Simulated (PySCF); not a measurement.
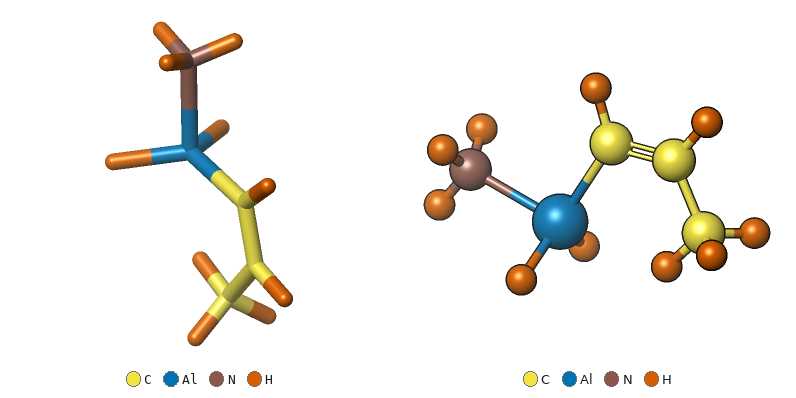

Two views of one molecule.

The geometry was computed by an optimisation with GFN2-xTB. No frequency run is at hand to confirm it as a minimum.

Description:

The molecule is C₃H₁₀AlN. As SMILES it reads `C/C=[CH]\[AlH2-][NH3+]`. Among its groups: alkene. This geometry has Cs symmetry. Coordination: 1 C tetrahedral; 2 C trigonal planar; 1 Al tetrahedral; 1 N tetrahedral.

More results for the same structure follow; atom numbers are the same in all pictures, views and colours differ.

Shape

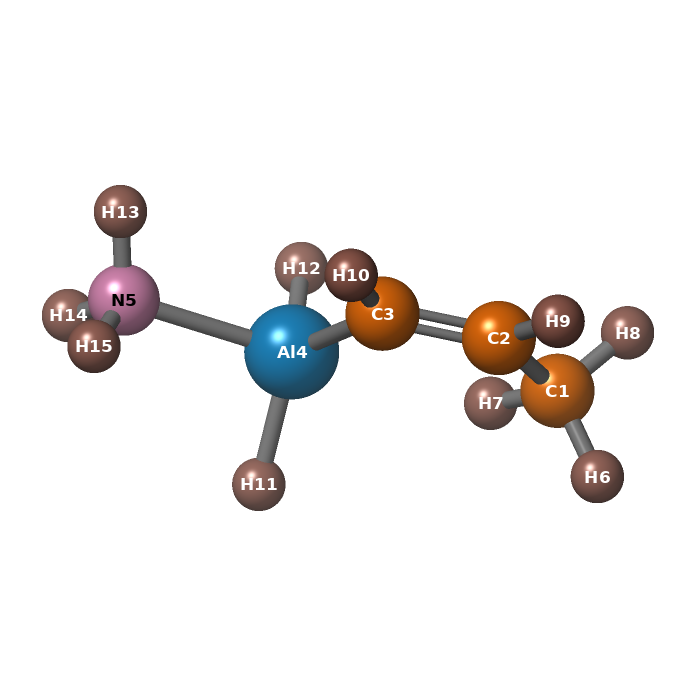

No frequency run is at hand to confirm it as a minimum.

List the bonds and their lengths.

| bond | length (Å) |
| --- | --- |
| C1–C2 | 1.492 |
| C1–H6 | 1.091 |
| C1–H7 | 1.096 |
| C1–H8 | 1.090 |
| C2–C3 | 1.337 |
| C2–H9 | 1.090 |
| C3–Al4 | 1.993 |
| C3–H10 | 1.097 |
| Al4–N5 | 2.056 |
| Al4–H11 | 1.572 |
| Al4–H12 | 1.571 |
| N5–H13 | 1.017 |
| N5–H14 | 1.016 |
| N5–H15 | 1.017 |

Electronic properties

No frequency run is at hand to confirm it as a minimum. Method: PBE0/def2-SVPD, gas phase (PySCF 2.14.0). Excitations: vertical, linear response.

What is the lowest vertical singlet excitation?

Answer. 5.31 eV.

Give the brightest of the 6 lowest singlets at this level.

Answer. 6.44 eV.

What is the dipole moment?

Answer. 4.45 D.

Give the HOMO–LUMO gap at this level.

Answer. 6.23 eV.

Polarisability

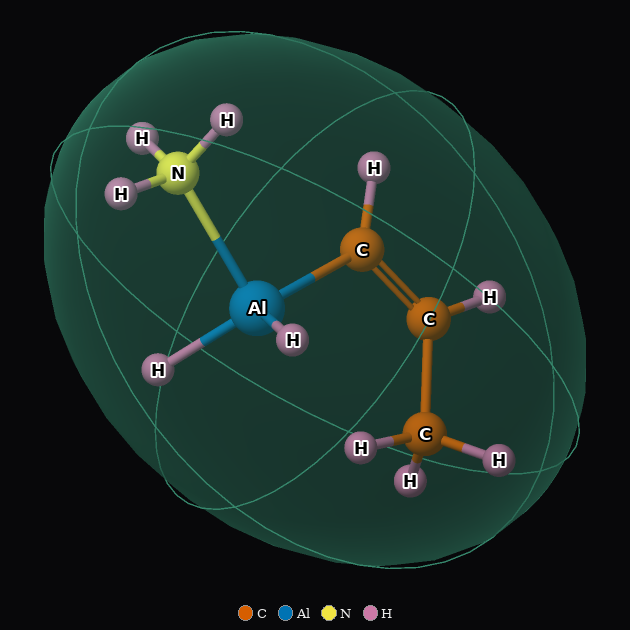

The ellipsoid shows the static dipole polarisability: its half-axes are proportional to the principal values. No frequency run is at hand to confirm it as a minimum. Level of theory: PBE0/def2-SVPD (PySCF 2.14.0).

How large and how anisotropic is the polarisability?

Answer. Principal values 64.7, 74.4, 97.9 bohr³; mean 79.0 bohr³ (11.70 Å³); anisotropy 29.5 bohr³, so the longest axis is 1.51 times the shortest.

NMR shielding

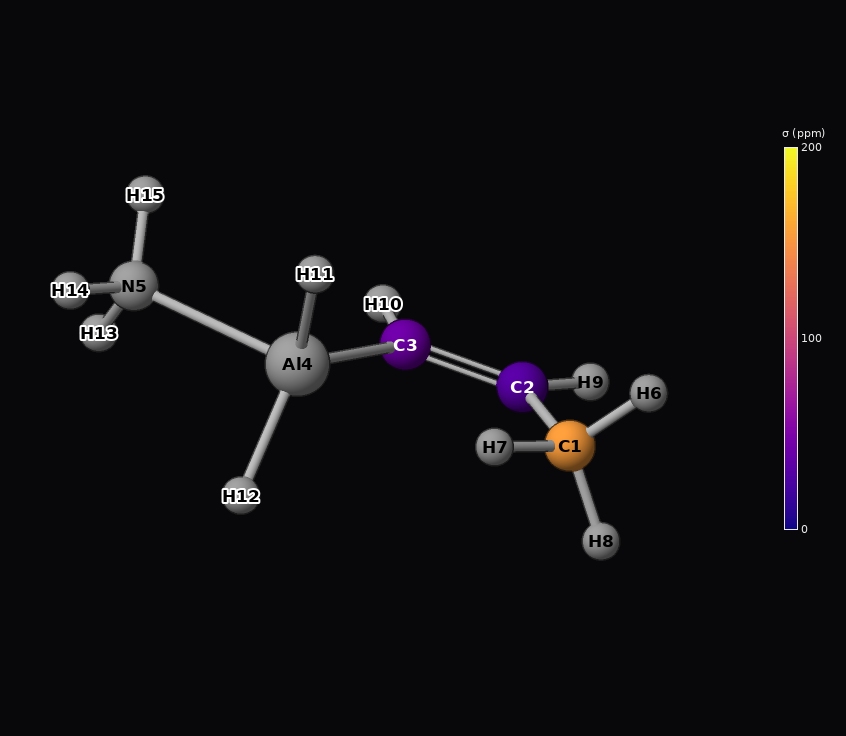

Atoms are coloured by their isotropic NMR shieldings (C only, the others grey). No frequency run is at hand to confirm it as a minimum. Properties computed with GIAO PBE0/pcSseg-1 NMR shielding, non-relativistic, gas phase (PySCF 2.14.0).

Give the isotropic NMR shieldings of the C atoms atom by atom.

```tsv
atom	σ (ppm)
C1	154.3
C2	31.5
C3	42.8
```

Quadrupole coupling

No frequency run is at hand to confirm it as a minimum. Electric field gradients from the ground-state density, PBE0/pcSseg-1 (PySCF 2.14.0), non-relativistic apart from any core potentials.

Give the largest field-gradient component, the quadrupole coupling constant and the asymmetry for 27Al at Al4 (Q = 146.6 mb), 14N at N5 (Q = 20.44 mb).

| atom | V_zz (a.u.) | e²qQ/h (MHz) | η |
| --- | --- | --- | --- |
| Al4 | 0.910 | 31.4 | 0.01 |
| N5 | −0.707 | −3.39 | 0.00 |

The geometry is semi-empirical. Around Al such bond lengths and angles can be off by a tenth of an ångström or more and by several degrees, and values that hang on the shape move with them.
